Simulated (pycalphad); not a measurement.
Al-Ce solution, phase liquid, at 1600 K; mixing quantities and activities refer to the pure elements in the same phase at that temperature, stable or not. Over part of the range this solution is metastable.

Computed with pycalphad from the COST 507 light-alloy database (1999), at 1 atm. The database dates from 1999; later assessments differ in places, in temperatures and in the compounds included.

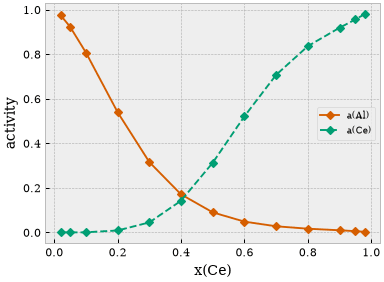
Fig. 1. Activities against composition

Task: Is the deviation from Raoult's law positive or negative, and how large are the activity coefficients at the dilute ends?

Result: γ(Ce) = 0.0017 at x(Ce) = 0.02 and γ(Al) = 0.14 at x(Ce) = 0.98; values under 1 are negative deviations, over 1 positive. The enthalpy of mixing is -37.7 kJ/mol at its extreme among the points, x(Ce) = 0.4.
